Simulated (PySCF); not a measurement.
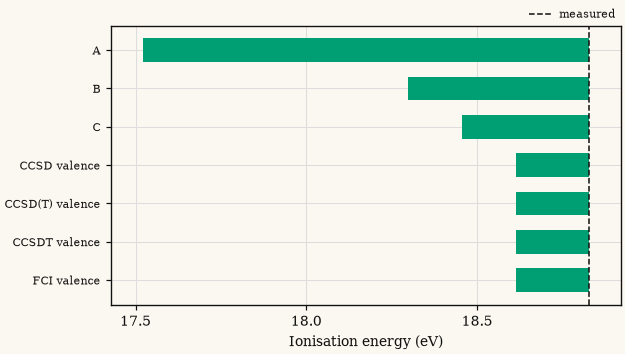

The ionisation energy of Al⁺ ([Ne] 3s² → [Ne] 3s) by several methods, in rising order. PySCF, dyall-av3z, non-relativistic, unrestricted single determinants, no spin-orbit coupling. Methods marked “valence” freeze 10 core electrons. The lettered entries are HF, MP2 valence and SCS-MP2 valence in some order.

### Match the letters to the methods.

A is HF (17.52 eV); B is MP2 valence (18.30 eV); C is SCS-MP2 valence (18.45 eV). The values run from 17.52 eV (HF) to 18.61 eV (CCSD valence, CCSD(T) valence, CCSDT valence and FCI valence). The measured value is 18.83 eV; nearest to it come CCSD valence (−0.22) and FCI valence (−0.22), furthest HF (−1.31 eV).
